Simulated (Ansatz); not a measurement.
# AlNi3: the cost of one run

Method: DFT PBE, scalar-relativistic, plane waves, PAW, in Ansatz 0.2.0.

11 further runs of the same task are left out: 7 for a known fault of the program, 1 that didn't finish, 3 set aside as unsound or not needed.

### 1 The structure to begin with

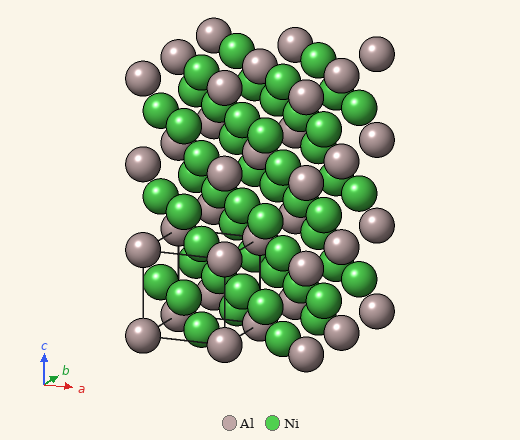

Start, viewed slightly off an axis; aluminium light grey, nickel green. 2×2×3 cells are drawn. Atoms on the faces are drawn again on the opposite ones.

As a file:

```cif
data_structure
_symmetry_space_group_name_H-M 'P 1'
_symmetry_Int_Tables_number 1
_cell_length_a 3.5231
_cell_length_b 3.5231
_cell_length_c 3.5231
_cell_angle_alpha 90.000
_cell_angle_beta 90.000
_cell_angle_gamma 90.000
_cell_volume 43.73
loop_
_atom_site_label
_atom_site_type_symbol
_atom_site_fract_x
_atom_site_fract_y
_atom_site_fract_z
_atom_site_occupancy
Al1 Al 0.00000 0.00000 0.00000 1
Ni1 Ni 0.00000 0.50000 0.50000 1
Ni2 Ni 0.50000 0.00000 0.50000 1
Ni3 Ni 0.50000 0.50000 0.00000 1
```

### 2 Single point

Contents of input.yaml:

```yaml
crystal:
  lattice:
    - [3.5230547267, 0.0, 0.0]
    - [0.0, 3.5230547267, 0.0]
    - [0.0, 0.0, 3.5230547267]
  atoms:
    - { symbol: Al, position: [0.0, 0.0, 0.0] }
    - { symbol: Ni, position: [0.0, 0.5, 0.5], spin: 2.0 }
    - { symbol: Ni, position: [0.5, 0.0, 0.5], spin: 2.0 }
    - { symbol: Ni, position: [0.5, 0.5, 0.0], spin: 2.0 }
basis:
  ecutwfc: 520.0
kpoints:
  mp_grid: { grid: [6, 6, 6] }
hamiltonian:
  xc: pbe
  pseudopotentials: { kind: paw, azcp: { folder: soft_1 } }
scf:
  occupations: { method: gaussian, width: 0.1 }
  lower_state_search: "off"
output:
  forces: true
  stress: true
  eigenvalues: true
  populations: true
magnetization:
  spin_polarized: true
```

The run is started by

```console
$ ansatz run input.yaml --threads 4 --pin off --max-ram 8192MiB --backend cpu --events-out ev --progress --plain --runs-dir out
```

What time and memory should one allow on 4 threads of Arm Neoverse N1, shared host?

About 5 s, with a peak of 0.37 GiB.
